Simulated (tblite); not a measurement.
# C4H13FGeSi: the cost of one run

The runs use tblite 0.8.0 and PySCF 2.14.0, with density-fitted response routines of our own; the level of theory stands in each step. All values are computed, except where a source is named. Atoms are numbered from 0 throughout.

## 1. The molecule as given

20 atoms, charge 0, multiplicity 1; geometry from: force field or distance geometry start.

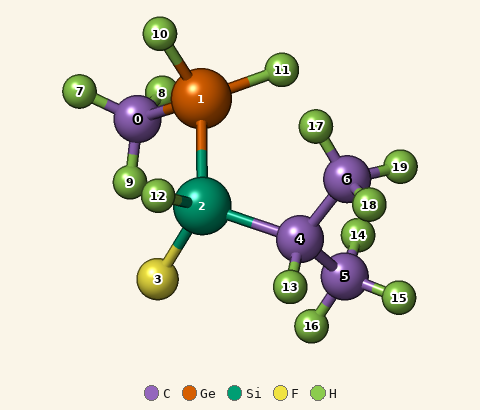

The starting geometry (carbon purple, germanium orange, silicon teal, fluorine yellow, hydrogen green), atoms numbered.

## 2. Geometry optimisation with GFN2-xTB

The job: settings as JSON, then the geometry in Å.

```
{"job": {"kind": "relax", "xc": "GFN2-xTB", "basis": "xTB"}, "charge": 0, "multiplicity": 1}
C      3.217300    -0.576800     0.285000
Ge     1.626100     0.358000     0.938000
Si     0.255200     0.746200    -0.821200
F      0.861600    -0.040200    -2.198000
C     -1.510900     0.220500    -0.563600
C     -1.691100    -1.285800    -0.618100
C     -2.160400     0.806200     0.648900
H      4.062600     0.155600     0.197100
H      3.563400    -1.363900     0.994600
H      3.006800    -1.013400    -0.714800
H      2.117300     1.727400     1.474200
H      0.995100    -0.453400     2.098000
H      0.197100     2.184400    -1.185500
H     -2.082000     0.610300    -1.452400
H     -1.172400    -1.792800     0.209700
H     -2.779300    -1.461400    -0.536400
H     -1.355000    -1.634400    -1.601800
H     -1.576800     1.581300     1.149500
H     -3.132100     1.264600     0.338900
H     -2.447700    -0.021500     1.354800
```

The run is started by

```
$ OMP_NUM_THREADS=1 python probes_run.py task.json out
```

One launch serves the whole session: the jobs run in the order shown.

**Question.** How long does this first job take on 1 thread of Arm Neoverse N1, shared host, and how much memory does it need?

About 1.8 s, with a peak of 0.18 GiB.
